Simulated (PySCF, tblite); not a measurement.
# C4F3N: geometry, infrared bands, NMR shifts and spin-spin couplings

Wanted: the infrared bands, NMR shifts and spin-spin couplings of C4F3N (`N#CC1(F)C(F)=C1F`), by calculation.

The runs use tblite 0.8.0 and PySCF 2.14.0, with density-fitted response routines of our own; the level of theory stands in each step. All values are computed, except where a source is named. Atoms are numbered from 0 throughout.

## Step 1: Starting geometry

8 atoms, charge 0, multiplicity 1; geometry from: force field or distance geometry start.

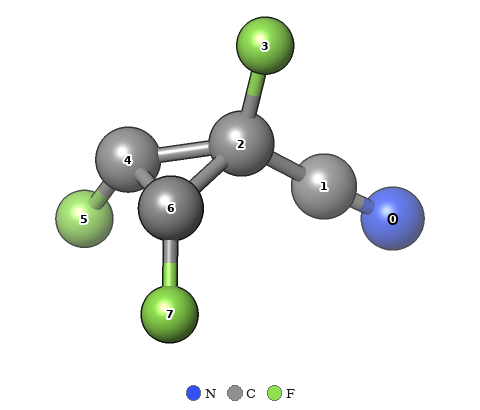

The starting geometry (nitrogen blue, carbon grey, fluorine green), atoms numbered.

## Step 2: Relaxing the molecule with GFN2-xTB

Job settings and geometry (Å):

```
{"job": {"kind": "relax", "xc": "GFN2-xTB", "basis": "xTB"}, "charge": 0, "multiplicity": 1}
N      2.125000     0.219300    -1.391900
C      1.318900     0.040000    -0.572300
C      0.358800    -0.202200     0.472700
F      0.912400    -0.656900     1.655300
C     -0.856900     0.582900     0.661500
F     -1.285700     1.599500    -0.121700
C     -0.999600    -0.667100     0.229300
F     -1.563800    -0.906000    -0.957500
```

Run with:

```console
> OMP_NUM_THREADS=1 python probes_run.py task.json out
```

This one command runs all jobs of the session in turn.

The log of the run:

```text
step      E/eV     max force
  0    -692.27789    3.325
  1    -692.29055    8.454
  2    -692.52590    3.101
  3    -692.73950    2.403
  4    -692.97373    1.801
  5    -693.56739    1.983
  6    -693.76322    1.666
  7    -693.89002    1.319
  8    -694.03567    1.302
  9    -694.11113    0.896
 10    -694.17440    0.768
 11    -694.21452    0.655
 12    -694.24263    0.380
 13    -694.25445    0.216
 14    -694.25799    0.249
 15    -694.26301    0.274
 16    -694.27083    0.307
 17    -694.28071    0.414
 18    -694.29108    0.500
 19    -694.30084    0.536
 20    -694.30827    0.461
 21    -694.31217    0.168
 22    -694.31310    0.067
 23    -694.31325    0.049
 24    -694.31329    0.016
 25    -694.31331    0.013
 26    -694.31333    0.012
 27    -694.31334    0.020
 28    -694.31336    0.020
 29    -694.31337    0.010
```

Run time: 0.18 s. Hardware: 1 thread of Arm Neoverse N1, shared host.

Step by step:

```csv
step,energy from step 0 (eV),largest force (eV/Å)
0,0.0000,3.3248
1,-0.0127,8.4538
2,-0.2480,3.1007
3,-0.4616,2.4030
4,-0.6958,1.8008
5,-1.2895,1.9835
6,-1.4853,1.6659
7,-1.6121,1.3189
8,-1.7578,1.3018
9,-1.8332,0.8957
10,-1.8965,0.7680
11,-1.9366,0.6548
12,-1.9647,0.3797
13,-1.9766,0.2156
14,-1.9801,0.2487
15,-1.9851,0.2740
16,-1.9929,0.3072
17,-2.0028,0.4139
18,-2.0132,0.4997
19,-2.0230,0.5358
20,-2.0304,0.4609
21,-2.0343,0.1678
22,-2.0352,0.0673
23,-2.0354,0.0494
24,-2.0354,0.0164
25,-2.0354,0.0133
26,-2.0354,0.0120
27,-2.0355,0.0195
28,-2.0355,0.0202
29,-2.0355,0.0096
```

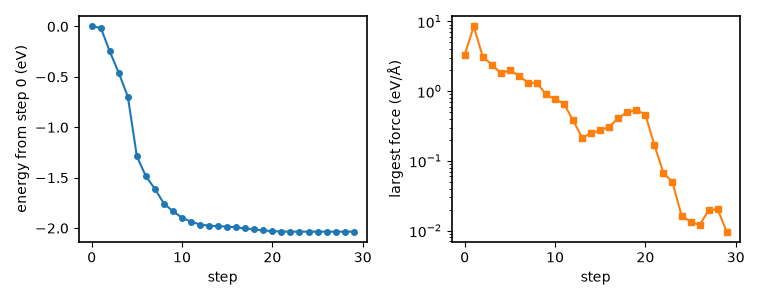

Energy and force, step by step.

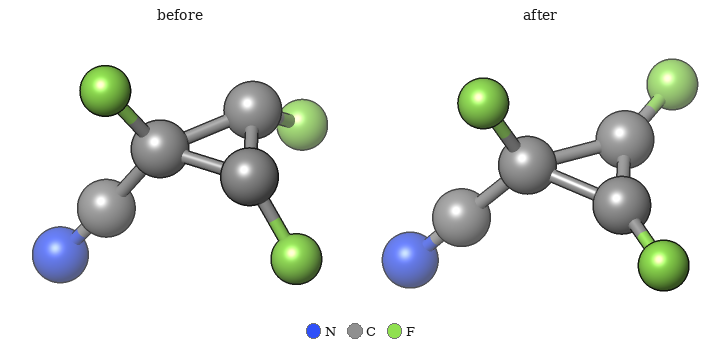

Before and after, at one scale.

Distances of close pairs at the start and the end, largest changes first:

```csv
bond,before (Å),after (Å),change (Å)
C2–C6,1.456,1.507,+0.051
C2–C4,1.459,1.507,+0.047
C4–F5,1.353,1.306,-0.047
C4–C6,1.330,1.300,-0.031
C6–F7,1.336,1.306,-0.030
N0–C1,1.163,1.142,-0.021
C2–F3,1.383,1.375,-0.008
C1–C2,1.440,1.435,-0.005
```

The end geometry stands in the next job.

## Step 3: Vibrational analysis with GFN2-xTB

Job settings and geometry (Å):

```
{"job": {"kind": "ir", "xc": "GFN2-xTB", "basis": "xTB"}, "charge": 0, "multiplicity": 1}
N      2.345821     0.168031    -1.303299
C      1.479759     0.022851    -0.573214
C      0.374799    -0.151455     0.325000
F      0.767973    -0.610364     1.560190
C     -0.864076     0.703417     0.254187
F     -1.352022     1.888984     0.501393
C     -1.004146    -0.521410    -0.157079
F     -1.739050    -1.490641    -0.631743
```

The log of the run:

```text
mode    cm-1     km/mol
  1     108.5      2.72
  2     129.0      7.00
  3     220.5      5.22
  4     224.9      7.23
  5     261.5     27.80
  6     372.8      3.58
  7     436.9      8.71
  8     460.1      4.65
  9     556.1      2.13
 10     626.8      0.74
 11     666.2      8.62
 12     745.9     12.27
 13     862.3    151.63
 14    1081.2    115.66
 15    1224.9      8.53
 16    1285.4    495.80
 17    2045.7     81.17
 18    2402.3    108.11
```

Run time: 0.23 s. Hardware: 1 thread of Arm Neoverse N1, shared host.

Which atoms move in the most intense modes:

```csv
cm⁻¹,km/mol,atoms
262,27.8,"F7 23 %, F5 23 %, C1 11 %, C6 11 %"
437,8.7,"F3 24 %, C6 23 %, C4 23 %, N0 13 %"
746,12.3,"C2 40 %, C4 18 %, C6 18 %"
862,151.6,"F5 22 %, F7 22 %, C4 16 %, C6 16 %"
1081,115.7,"C2 70 %, F3 15 %"
1285,495.8,"C6 35 %, C4 35 %, F7 14 %, F5 14 %"
2046,81.2,"C4 47 %, C6 47 %"
2402,108.1,"C1 60 %, N0 40 %"
```

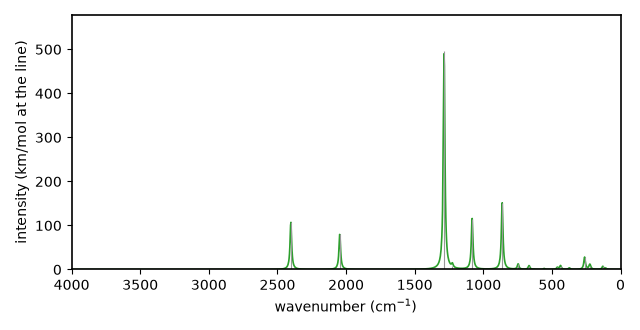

The infrared spectrum from these modes, unscaled. Lines are broadened to a width of 14 cm⁻¹ (Lorentzian).

## Step 4: NMR shieldings: PBE0/pcSseg-1

Settings changed since step 3:

```diff
@@ -1,2 +1,2 @@
-{"job": {"kind": "ir", "xc": "GFN2-xTB", "basis": "xTB"}, "charge": 0, "multiplicity": 1}
+{"job": {"kind": "nmr", "xc": "PBE0", "basis": "pcSseg-1"}, "charge": 0, "multiplicity": 1}
 N      2.345821     0.168031    -1.303299
```

Level: GIAO PBE0/pcSseg-1 NMR shielding, non-relativistic, gas phase.

The log of the run:

```text
coarse grid: 8664 points
cycle   1  E = -505.7877025117  dE =  1.663e+00  |g| = 8.227e-01  |ddm| = 2.953e+00
cycle   2  E = -505.4157732830  dE =  3.719e-01  |g| = 1.626e+00  |ddm| = 1.814e+00
cycle   3  E = -505.9081931871  dE = -4.924e-01  |g| = 1.991e-01  |ddm| = 1.295e+00
cycle   4  E = -505.9134867184  dE = -5.294e-03  |g| = 1.187e-01  |ddm| = 1.909e-01
cycle   5  E = -505.9162242254  dE = -2.738e-03  |g| = 1.371e-02  |ddm| = 8.420e-02
cycle   6  E = -505.9162523189  dE = -2.809e-05  |g| = 5.022e-03  |ddm| = 1.302e-02
cycle   7  E = -505.9162564703  dE = -4.151e-06  |g| = 1.088e-03  |ddm| = 4.904e-03
final grid: 90640 points
cycle   8  E = -505.9815083635  dE = -2.968e-05  |g| = 5.864e-03  |ddm| = 2.512e-02
cycle   9  E = -505.9815004270  dE =  7.937e-06  |g| = 9.419e-03  |ddm| = 1.084e-02
cycle  10  E = -505.9815148402  dE = -1.441e-05  |g| = 5.275e-04  |ddm| = 6.088e-03
cycle  11  E = -505.9815148929  dE = -5.267e-08  |g| = 1.312e-04  |ddm| = 5.453e-04
cycle  12  E = -505.9815148938  dE = -9.235e-10  |g| = 1.078e-04  |ddm| = 1.720e-04
cycle  13  E = -505.9815148961  dE = -2.294e-09  |g| = 3.552e-05  |ddm| = 8.882e-05
cycle  14  E = -505.9815148963  dE = -2.568e-10  |g| = 6.275e-06  |ddm| = 3.132e-05
converged SCF energy = -505.9815148963

GIAO shielding tensors (ppm)
atom      isotropic    diamagn.    paramagn.     s11        s22        s33       span
  0 N      -43.594     337.858    -381.452   -210.761   -193.634    273.614    484.375
  1 C       70.854     260.670    -189.815    -43.585    -37.884    294.033    337.618
  2 C      111.673     240.663    -128.990     74.242     96.393    164.382     90.140
  3 F      300.660     471.785    -171.125    221.019    279.524    401.437    180.418
  4 C       68.002     252.924    -184.922     -2.279     83.967    122.317    124.596
  5 F      324.175     469.186    -145.011    192.622    331.666    448.236    255.614
  6 C       67.992     252.919    -184.927     -2.273     83.929    122.320    124.593
  7 F      324.158     469.186    -145.028    192.618    331.651    448.203    255.585
```

Run time: 21 s. Hardware: 1 thread of Arm Neoverse N1, shared host; peak memory 0.65 GiB.

Shifts follow as δ = σ(reference) − σ, with reference shieldings (ppm) from runs at the same level and on the same kind of geometry: 13C TMS 186.9, 19F CFCl3 170.9, 15N NH3 267.7. The references are single molecules in the gas phase, so shifts against H2O, NH3, PH3, H3PO4 or CFCl3 are not on the usual liquid scales and can be off by tens of ppm. Atoms listed in one row are averaged.

```csv
atoms,environment,σ (ppm),δ (ppm),δ scaled to CDCl3
"C4, C6",fully substituted alkene carbon,68.0,118.9,114.2
C1,nitrile carbon,70.9,116.1,111.4
C2,three-membered-ring carbon bearing a halogen,111.7,75.3,71.5
N0,nitrile nitrogen,-43.6,311.3,–
F3,fluorine on an sp3 carbon,300.7,-129.7,–
"F5, F7",vinylic fluorine,324.2,-153.2,–
```

The scaled column applies a straight-line fit of computed shieldings to shifts measured in CDCl3, and one for carbons that bear F (root-mean-square error 0.16 ppm for H, 1.9 ppm for C).

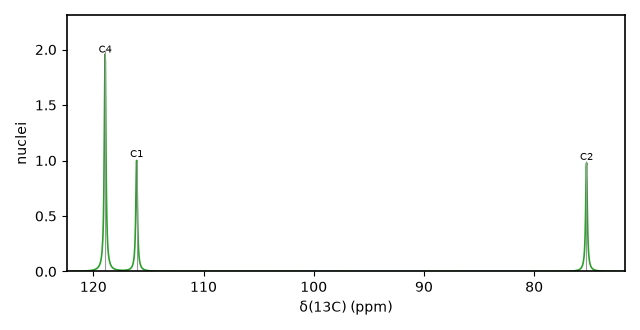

13C lines at the computed shifts, without couplings. Lines are broadened to a width of 0.17 ppm (Lorentzian).

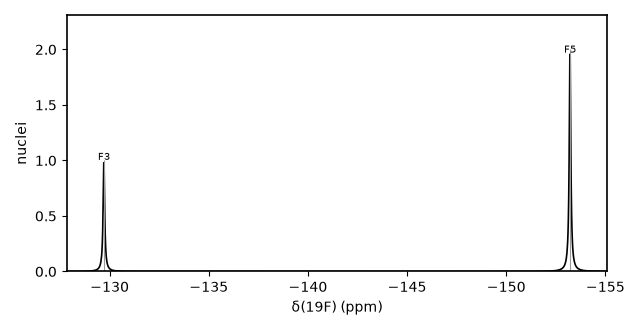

19F lines at the computed shifts, without couplings. Lines are broadened to a width of 0.09 ppm (Lorentzian).

Charges from the same density, by scheme (e):

```csv
atoms,Mulliken,IAO,Hirshfeld,ESP fit
N0,-0.21,-0.19,-0.18,-0.39
C1,0.12,0.11,0.07,0.30
C2,0.16,0.25,0.10,0.20
F3,-0.28,-0.30,-0.11,-0.20
"C4, C6",0.29,0.25,0.09,0.12
"F5, F7",-0.19,-0.19,-0.03,-0.07
```

Mulliken charges:

```csv
atom,value (e)
N0,-0.21
C1,0.12
C2,0.16
F3,-0.28
C4,0.29
F5,-0.19
C6,0.29
F7,-0.19
```

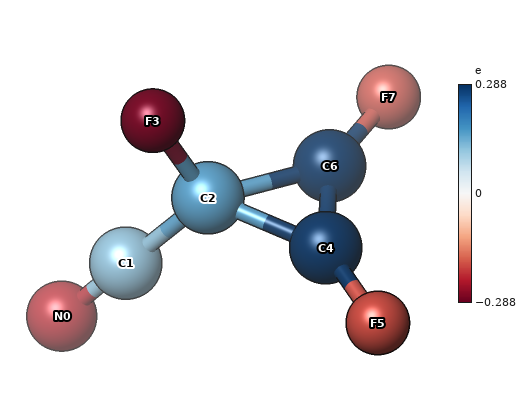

Mulliken charges, as colours on the atoms.

Mayer bond orders: N0–C1 3.02, C1–C2 0.92, C2–F3 0.94, C2–C4 0.92, C4–F5 1.05, C4–C6 1.66, C6–F7 1.05, C6–C2 0.92.

Ring of atoms C2, C4, C6: NICS(0) -35.8, NICS(1) -6.2, NICS(1)zz -8.4 ppm (means of both faces; NICS(1) differs between them: -7.7 and -4.7).

The two faces differ (NICS(1)zz -4.8 and -12.0 ppm).

The fields below are evaluated on a grid from the run's orbitals.

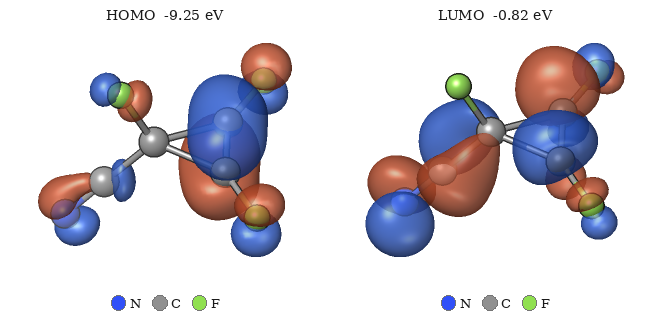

Frontier orbitals at PBE0/pcSseg-1; each surface holds 70 % of the orbital's density, blue and red mark the sign.

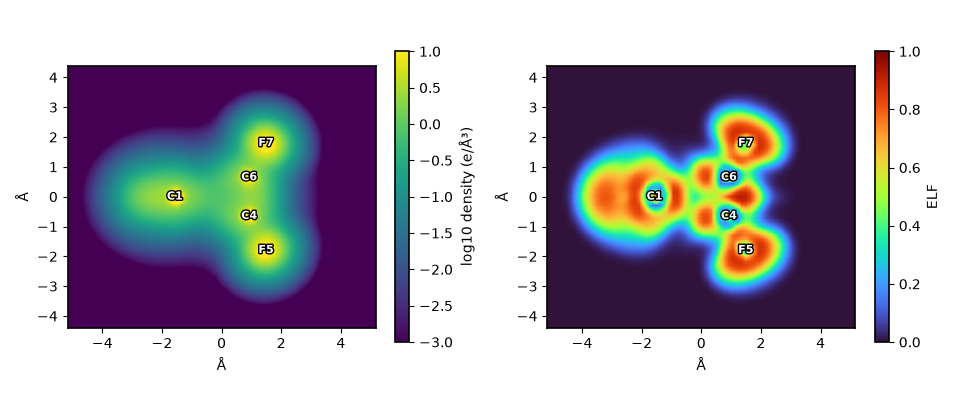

Density (left) and ELF (right) in a plane through or near 5 of the atoms.

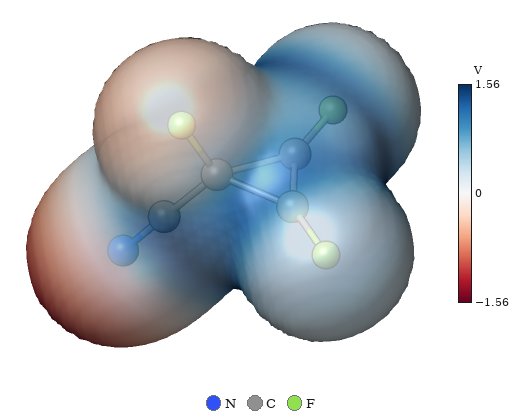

The potential that a unit positive charge feels on the 0.002 e/bohr³ surface, from -1.38 V near N0 to 1.56 V near C4.

## Step 5: J couplings: B3LYP/pcJ-1

Settings changed since step 4:

```diff
@@ -1,2 +1,2 @@
-{"job": {"kind": "nmr", "xc": "PBE0", "basis": "pcSseg-1"}, "charge": 0, "multiplicity": 1}
+{"job": {"kind": "j", "xc": "B3LYP", "basis": "pcJ-1"}, "charge": 0, "multiplicity": 1}
 N      2.345821     0.168031    -1.303299
```

With the program's defaults for keys left out, this is: B3LYP/pcJ-1 indirect spin-spin coupling, non-relativistic, gas phase.

The log of the run:

```text
coarse grid: 8664 points
cycle   1  E = -506.3422970858  dE =  1.593e+00  |g| = 8.707e-01  |ddm| = 2.940e+00
cycle   2  E = -505.8653973316  dE =  4.769e-01  |g| = 1.821e+00  |ddm| = 1.900e+00
cycle   3  E = -506.4666639947  dE = -6.013e-01  |g| = 2.290e-01  |ddm| = 1.370e+00
cycle   4  E = -506.4728495528  dE = -6.186e-03  |g| = 1.478e-01  |ddm| = 2.102e-01
cycle   5  E = -506.4770158939  dE = -4.166e-03  |g| = 1.798e-02  |ddm| = 9.955e-02
cycle   6  E = -506.4770660371  dE = -5.014e-05  |g| = 6.211e-03  |ddm| = 1.497e-02
cycle   7  E = -506.4770718597  dE = -5.823e-06  |g| = 1.439e-03  |ddm| = 5.337e-03
final grid: 90640 points
cycle   8  E = -506.5464596619  dE = -1.698e-04  |g| = 6.528e-03  |ddm| = 1.327e-02
cycle   9  E = -506.5464494688  dE =  1.019e-05  |g| = 1.037e-02  |ddm| = 9.506e-03
cycle  10  E = -506.5464651297  dE = -1.566e-05  |g| = 5.666e-04  |ddm| = 6.286e-03
cycle  11  E = -506.5464651227  dE =  6.973e-09  |g| = 5.279e-04  |ddm| = 7.133e-04
cycle  12  E = -506.5464651788  dE = -5.610e-08  |g| = 1.019e-04  |ddm| = 3.802e-04
cycle  13  E = -506.5464651809  dE = -2.085e-09  |g| = 3.098e-05  |ddm| = 9.392e-05
cycle  14  E = -506.5464651811  dE = -1.944e-10  |g| = 7.296e-06  |ddm| = 3.253e-05
converged SCF energy = -506.5464651811

Indirect spin-spin couplings (Hz)
  i      j    bonds     total        FC       PSO       DSO        SD
  0 N    1 C    1    -21.597   -14.573    -0.262    -0.011    -6.751
  0 N    2 C    2      2.895     2.923    -0.053     0.049    -0.024
  0 N    3 F    3     -0.388    -0.521    -1.715     0.147     1.701
  0 N    4 C    3     -1.254    -1.199    -0.212     0.024     0.132
  0 N    5 F    4     -0.150    -0.643    -0.169     0.092     0.570
  0 N    6 C    3     -1.254    -1.200    -0.211     0.024     0.132
  1 C    2 C    1    122.774   123.609    -1.763     0.369     0.559
  1 C    3 F    2     61.515    62.190    -1.717     0.083     0.960
  1 C    4 C    2     -6.707    -6.795    -0.135     0.057     0.166
  1 C    5 F    3     -2.526    -1.859    -0.675    -0.100     0.108
  1 C    6 C    2     -6.696    -6.784    -0.135     0.057     0.166
  1 C    7 F    3     -2.535    -1.869    -0.674    -0.100     0.107
  2 C    3 F    1   -333.008  -351.701     4.082     1.023    13.589
  2 C    4 C    1     22.653    24.306    -1.525     0.359    -0.487
  2 C    5 F    2     14.397    11.620     3.326    -0.191    -0.358
  2 C    6 C    1     22.592    24.246    -1.525     0.359    -0.488
  2 C    7 F    2     14.373    11.601     3.323    -0.191    -0.360
  3 F    4 C    2     30.893    28.207     0.436     0.027     2.222
  3 F    5 F    3     81.944    23.509    53.176    -0.846     6.105
  3 F    6 C    2     30.842    28.167     0.430     0.027     2.219
  3 F    7 F    3     81.974    23.517    53.218    -0.846     6.086
  4 C    5 F    1   -549.475  -514.817   -28.699     0.901    -6.860
  4 C    6 C    1     76.245    71.935    -0.745     0.396     4.659
  4 C    7 F    2    -36.234   -15.202   -29.900    -0.358     9.226
  5 F    6 C    2    -36.252   -15.218   -29.901    -0.358     9.225
  5 F    7 F    3     -2.182    36.087   -49.465    -1.239    12.435
  6 C    7 F    1   -549.510  -514.849   -28.701     0.901    -6.861
```

It took 66 s on 1 thread of Arm Neoverse N1, shared host; peak memory 0.87 GiB.

A choice of the couplings up to four bonds, sorted by the number of bonds, with means over like pairs; isotopes 13C, 19F, 15N:

```csv
pair,bonds,J (Hz),Fermi contact (Hz),dihedral (°)
C4–F5,1,-549.5,-514.8,–
C2–F3,1,-333.0,-351.7,–
C1–C2,1,122.8,123.6,–
C4–C6,1,76.2,71.9,–
C2–C4,1,22.6,24.3,–
N0–C1,1,-21.6,-14.6,–
C1–F3,2,61.5,62.2,–
C4–F7,2,-36.2,-15.2,–
F3–C4,2,30.9,28.2,–
C2–F5,2,14.4,11.6,–
C1–C4,2,-6.7,-6.8,–
N0–C2,2,2.9,2.9,–
F3–F5,3,82.0,23.5,74
C1–F5,3,-2.5,-1.9,-74
F5–F7,3,-2.2,36.1,0
N0–C4,3,-1.3,-1.2,–
```

Quadrupole couplings from the field gradients of the same density:

```csv
atom,isotope,eQq/h (MHz),η
N0,14N,-4.949,0.08
```

## Step 6: What came out

| quantity | value |
| --- | --- |
| strongest single infrared mode (GFN2-xTB) | 1285 cm⁻¹, 496 km/mol |
| zero-point energy (GFN2-xTB) | 19.6 kcal/mol |
| 13C shifts against TMS (PBE0/pcSseg-1, means over atoms taken as alike) | 118.9, 116.1, 75.3 ppm |
| 15N shifts against NH3 (PBE0/pcSseg-1) | 311.3 ppm |
| 19F shifts against CFCl3 (PBE0/pcSseg-1, means over atoms taken as alike) | -129.7, -153.2 ppm |
| surface potential, least and greatest | -1.38 V and 1.56 V |
| largest coupling of the table (B3LYP/pcJ-1) | 1J(C,F) C4–F5, -549.5 Hz |

In words: The optimisation took 29 steps and gained 2.035 eV; among the close pairs (by a distance rule), C2–C6 changed most, from 1.456 to 1.507 Å. All 18 modes are real, so the xTB geometry is a minimum. The strongest single mode, at 1285 cm⁻¹, is carried by C6, C4, F7, F5. Unscaled tight-binding wavenumbers are off by several per cent, some by more. Its intensities can rank the bands wrongly. The most deshielded carbon is C4, C6 (mean) (fully substituted alkene carbon), at 118.9 ppm: an sp2 carbon of a C=C bond. At PBE0/pcSseg-1: The widest tensor belongs to N0: span 484 ppm, with a paramagnetic part of -381 ppm. By nearest atom (PBE0/pcSseg-1), the HOMO sits on C4, C6 about 30 % each; F5, F7 about 11 % each and the LUMO on C1, C4, C6 about 20 % each; N0 21 %. In the run at B3LYP/pcJ-1, the largest coupling of the table is C4–F5 (mean over like pairs), -549.5 Hz, of which the Fermi-contact term gives -514.8 Hz. Density functionals describe couplings to fluorine poorly, F–F couplings above all, so those rows are rough.
